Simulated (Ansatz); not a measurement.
A series of calculations on BH₂BrF₂

**1. Relaxation**

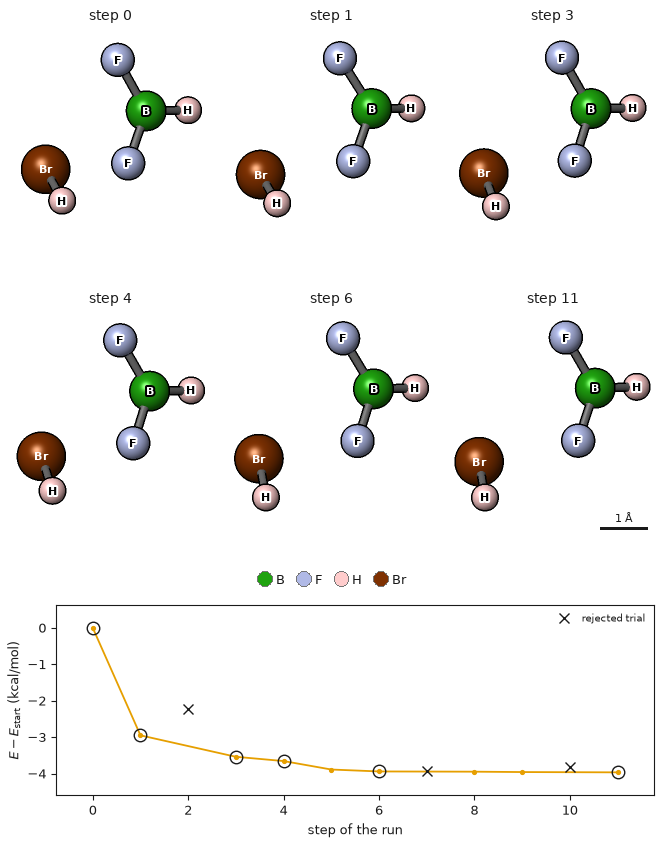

Frames of a relaxation of BH2BrF2, marked on the history of the run. A ball-and-stick model, seen from a free direction.

The run prepares an end point of a later path (reaction) calculation, from a guessed geometry.

These are results of Ansatz 0.2.0, RHF/def2-SVP, not measurements.

Input file:
```yaml
crystal:
  periodic: [false, false, false]
  atoms:
    - { symbol: B, position_ang: [-0.001549, -0.269348, -0.048663] }
    - { symbol: F, position_ang: [0.03213, -0.383883, 1.262844] }
    - { symbol: F, position_ang: [1.131923, -0.336801, -0.682907] }
    - { symbol: H, position_ang: [-1.032562, -0.1595, -0.624528] }
    - { symbol: Br, position_ang: [0.058555, 2.798309, 1.012506] }
    - { symbol: H, position_ang: [0.079305, 1.633823, 1.938048] }
basis:
  gaussian: { orbitals: def2-SVP }
hamiltonian:
  xc: hf
relax:
  f_tol: 0.03
  max_steps: 50
output:
  orbitals: {}
```

Launched with:
```bash
ansatz run input.yaml --threads 1 --pin off --max-ram 2048MiB --backend cpu --events-out ev --progress --plain --runs-dir out
```

Question: Describe the path.

Answer: Over 8 accepted moves (11 points after the start) the energy falls by 3.96 kcal/mol. Largest force component: 1.7 eV/Å at the start, 0.018 eV/Å at the end. The line search rejected the trial steps at points 2, 7, 10 of the run. The atom that moves furthest after the best rigid fit is H6 (0.56 Å). By element the largest moves are H 0.56 Å, Br 0.31 Å, F 0.23 Å, B 0.22 Å. Near-neighbour distances that change, for instance: Br5–H6 1.488 → 1.408 Å, B1–F2 1.317 → 1.308 Å. Cost: 21 s on 1 thread of Arm Neoverse V1 (shared host), peak memory 0.16 GiB. From step 0 to 1: H6 moves most (0.19 Å), energy −2.95 kcal/mol. From step 1 to 3: H6 moves most (0.08 Å), energy −0.59 kcal/mol. From step 3 to 4: H6 moves most (0.05 Å), energy −0.12 kcal/mol. From step 4 to 6: H6 moves most (0.24 Å), energy −0.29 kcal/mol. From step 6 to 11: Br5 moves most (0.08 Å), energy −0.02 kcal/mol.

| step | E − E(0), kcal/mol | largest force component, eV/Å | note |
| --- | --- | --- | --- |
| 0 | 0.00 | 1.6875 |  |
| 1 | -2.95 | 0.8341 |  |
| 2 | -2.23 | 1.3148 | rejected |
| 3 | -3.54 | 0.2871 |  |
| 4 | -3.65 | 0.2127 |  |
| 5 | -3.89 | 0.1539 |  |
| 6 | -3.94 | 0.1346 |  |
| 7 | -3.94 | 0.1101 | rejected |
| 8 | -3.95 | 0.1160 |  |
| 9 | -3.96 | 0.0585 |  |
| 10 | -3.82 | 0.4308 | rejected |
| 11 | -3.96 | 0.0184 |  |

Limits of the set-up: Hartree-Fock leaves out electron correlation.

**2. Relaxation**

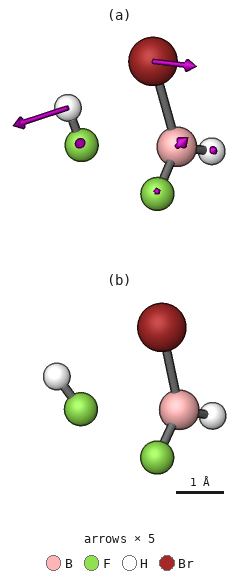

The structure of BH₂BrF₂ before (top) and after (bottom) a relaxation, at one scale. The purple arrows give the displacements, magnified 5 times.

A ball-and-stick model, seen at a tilt.

The run prepares an end point of a later path (reaction) calculation, from a guessed geometry.

All numbers below come from Ansatz 0.2.0, RHF/def2-SVP.

Input file:
```yaml
crystal:
  periodic: [false, false, false]
  atoms:
    - { symbol: B, position_ang: [-0.010453, 0.47796, -0.405255] }
    - { symbol: F, position_ang: [0.070402, -0.16617, 2.03243] }
    - { symbol: F, position_ang: [1.138293, -0.054883, -0.668297] }
    - { symbol: H, position_ang: [-1.043827, -0.073883, -0.587362] }
    - { symbol: Br, position_ang: [-0.023088, 2.403104, 0.165878] }
    - { symbol: H, position_ang: [0.136474, 0.696472, 2.319906] }
basis:
  gaussian: { orbitals: def2-SVP }
hamiltonian:
  xc: hf
relax:
  f_tol: 0.03
  max_steps: 50
```

Run as
```bash
ansatz run input.yaml --threads 1 --pin off --max-ram 2048MiB --backend cpu --events-out ev --progress --plain --runs-dir out
```

Question: Describe what moved and what it gained.

Answer: Over 6 accepted moves (7 points after the start) the energy falls by 1.29 kcal/mol. Largest force component: 0.9 eV/Å at the start, 0.0042 eV/Å at the end. The line search rejected the trial step at point 2 of the run. The largest move after the best rigid fit is that of H6, 0.29 Å. Largest moves by element: H 0.29 Å, Br 0.22 Å, B 0.08 Å, F 0.06 Å. Among the contacts that change: B1–Br5 2.008 → 1.935 Å, F2–H6 0.912 → 0.904 Å, B1–F3 1.293 → 1.298 Å. Cost: 15 s on 1 thread of Arm Neoverse V1 (shared host), peak memory 0.16 GiB.

Limits of the set-up: the start holds two separate molecules, 2.5 Å apart at their closest, whose relative position is a soft coordinate and is computed without a dispersion correction; Hartree-Fock leaves out electron correlation.

**3. Path**

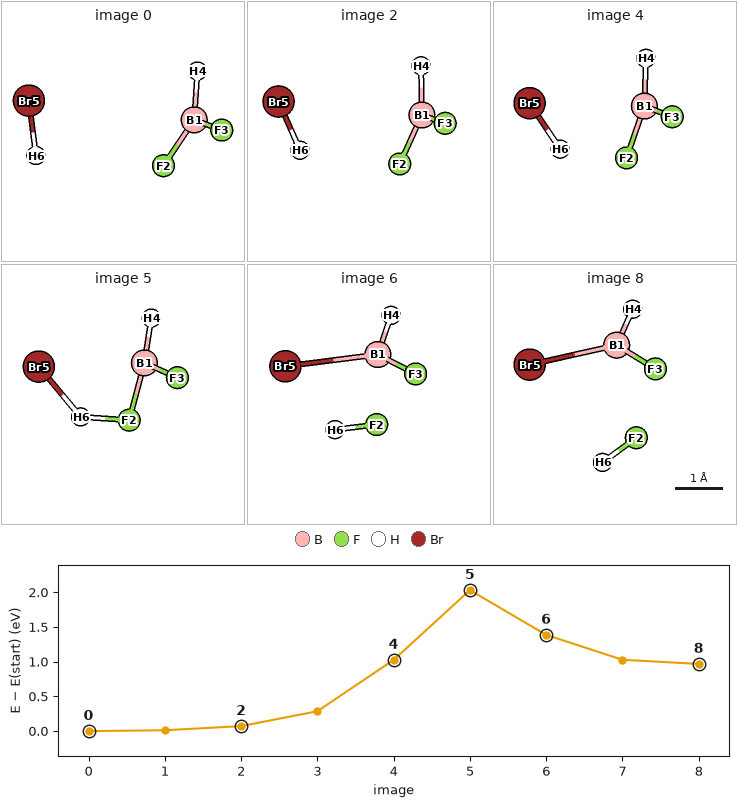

A nudged-elastic-band calculation for BH₂BrF₂, made up at the start of BHF2 and HBr. Images are numbered from 0 (start) to 8 (end). A ball-and-stick model, seen at a tilt.

Level of theory: RHF/def2-SVP (Ansatz 0.2.0). Run with 7 movable images; climbing image; force threshold 0.05 eV/Å; iteration limit 60; starting path through a guess of the saddle point.

**What happens along the path, and what is the barrier?**

Breaking: B1–F2 (1.31 → 1.51 at the top → 2.64 Å), Br5–H6 (1.41 → 1.75 at the top → 3.22 Å). Forming: B1–Br5 (3.76 → 2.35 at the top → 1.94 Å), F2–H6 (2.90 → 1.10 at the top → 0.90 Å). The highest point, image 5, lies 2.03 eV above the start and 1.06 eV above the end; the end is at +0.97 eV relative to the start. The band is converged. At the top, the vibrational analysis gives one imaginary mode (1305i cm⁻¹), as a transition state must have.

Limits of the set-up: the start holds two separate molecules, 2.9 Å apart at their closest, whose relative position is a soft coordinate and is computed without a dispersion correction; Hartree-Fock leaves out electron correlation.

The run took 4.8 min on 1 thread of Arm Neoverse V1 (shared host), peak memory 0.16 GiB.
